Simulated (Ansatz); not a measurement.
## Run report: CH₅InO (charge +1), single-point calculation

System: CH₅InO (InH2(OMe)), charge +1, multiplicity 2.
Method: UKS PBE0-D4/def2-TZVP (Ansatz 0.2.0).

The geometry comes from this level: B3LYP-D4/def2-TZVP.

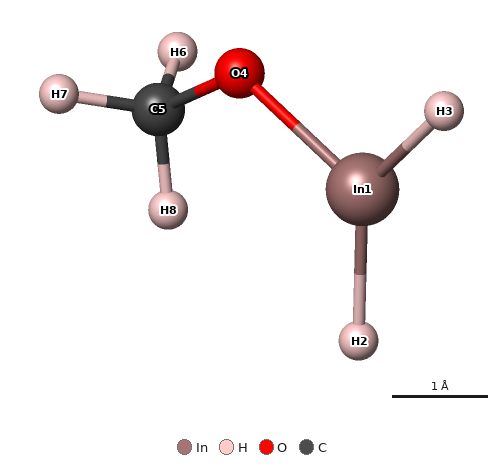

*The structure (ball-and-stick view, seen at a tilt; atoms are numbered from 1 in the order of the input). Sticks mark near contacts.*

### Results in brief

- outcome: converged
- total energy: −8327.1633 eV
- mean-field energy: −8327.0836 eV
- dispersion energy: −0.0798 eV
- ⟨S²⟩: 0.755
- SCF solution under orbital rotations: stable
- HOMO (either spin): −13.64 eV
- LUMO (either spin): −11.52 eV
- hardware: 4 threads of Arm Neoverse V1, 23 GiB of memory available, shared host
- wall time: 4.6 s (CPU time 18 s)
- peak memory: 0.5 GiB

### Input file
```yaml
crystal:
  periodic: [false, false, false]
  atoms:
    - {symbol: In, position_ang: [0.615988, 1.448616, 0.718924]}
    - {symbol: H, position_ang: [2.156921, 0.693762, 0.807162]}
    - {symbol: H, position_ang: [-0.054918, 2.960305, 1.142604]}
    - {symbol: O, position_ang: [-0.768577, 0.252271, -0.092473]}
    - {symbol: C, position_ang: [-0.528011, -1.059514, -0.545080]}
    - {symbol: H, position_ang: [-0.768883, -1.141151, -1.611673]}
    - {symbol: H, position_ang: [-1.166309, -1.768624, -0.004660]}
    - {symbol: H, position_ang: [0.513810, -1.385685, -0.414803]}
basis:
  gaussian: {orbitals: def2-TZVP, initial_orbitals: start.molden}
total_charge: 1
magnetization: {spin_polarized: true, initial_magnetization: 1}
hamiltonian: {xc: pbe0, dispersion: d4}
scf: {omitted_lower_state_checks: [starts]}
output: {orbitals: {seedname: orbitals}}
```

Command:
```bash
ansatz run in.yaml --threads 4 --pin off --events-out ev --progress --plain --max-ram 3916MiB
```

### What the program printed
```
Functional definition: PBE0
  name "PBE0"
  cite "Adamo & Barone, J. Chem. Phys. 110, 6158 (1999) doi:10.1063/1.478522"
  cite "Perdew, Burke & Ernzerhof, Phys. Rev. Lett. 77, 3865 (1996) doi:10.1103/PhysRevLett.77.3865"
  parent pbe
  parameter a = 0.25
  parameter kappa = 0.804
  parameter beta = 0.06672455060314922
  exchange = (1 - a)*pbe_x(kappa = kappa, mu = beta*pi^2/3) + a*exact_x
  correlation = pbe_c(beta = beta)
these checks for a lower state are left out or cut short: starts
1032 factors; their error is unknown
mean field evaluation 1: about -8325.3051 eV, gradient 7.3e1 eV
mean field evaluation 2: about -8327.0211 eV, gradient 1.9e0 eV
mean field evaluation 4: about -8327.0834 eV, gradient 2.5e-1 eV
mean field evaluation 8: about -8327.0835 eV, gradient 2.3e-5 eV
mean field -8327.08354615 eV, -306.0146760209 hartree, gradient 2.7e-6 eV, S^2 0.755086; 0 other end points of the search recorded, 0 dependent functions left out
reference -8327.08357792 eV, -306.0146771885 hartree; 20, 19 occupied and 122, 123 virtual orbitals, 1032 factors
Total energy: -8327.16334162 eV, -306.0176084507 hartree
Checks for a lower state left out: starts
```

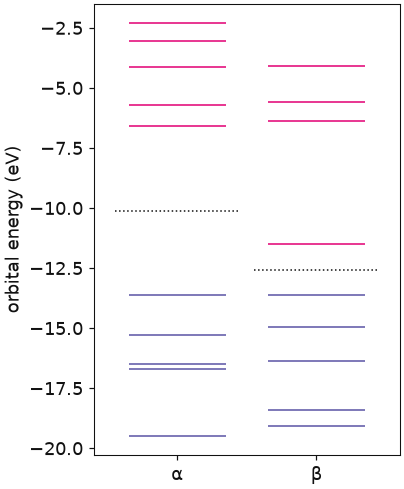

*Orbital energies near the frontier for α and β spins; the dotted line parts filled from empty levels, and levels within 0.02 eV of each other stand side by side.*

α: highest filled −13.64 eV, lowest empty −6.61 eV, 7.03 eV apart; β: highest filled −13.64 eV, lowest empty −11.52 eV, 2.12 eV apart.
